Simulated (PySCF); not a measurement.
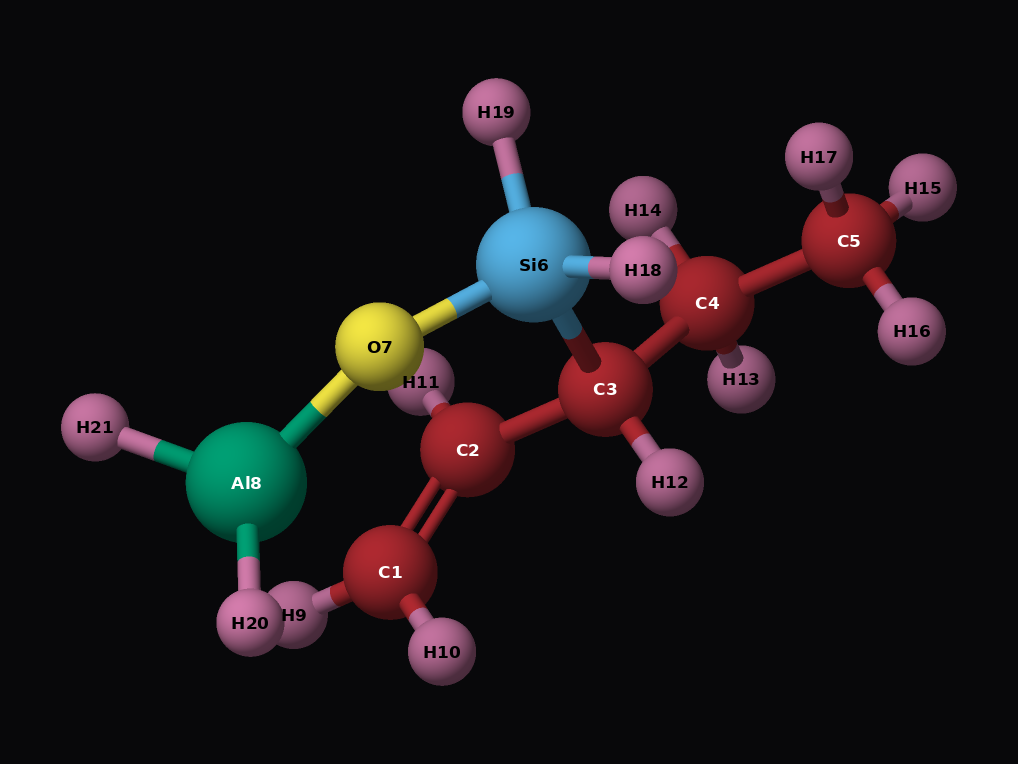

Computed geometry: GFN2-xTB optimisation. No frequency run is at hand to confirm it as a minimum. Electric field gradients from the ground-state density, PBE0/pcSseg-1 (PySCF 2.14.0), non-relativistic apart from any core potentials.

Give the largest field-gradient component, the quadrupole coupling constant and the asymmetry for 17O at O7 (Q = −25.6 mb), 27Al at Al8 (Q = 146.6 mb), 2H at H9 (Q = 2.86 mb), 2H at H10 (Q = 2.86 mb).

```csv
atom,V_zz (a.u.),e²qQ/h (MHz),η
O7,0.825,−4.96,0.24
Al8,1.105,38.1,0.37
H9,0.328,0.220,0.06
H10,0.317,0.213,0.05
```

The geometry is semi-empirical. Around Al, Si such bond lengths and angles can be off by a tenth of an ångström or more and by several degrees, and values that hang on the shape move with them.
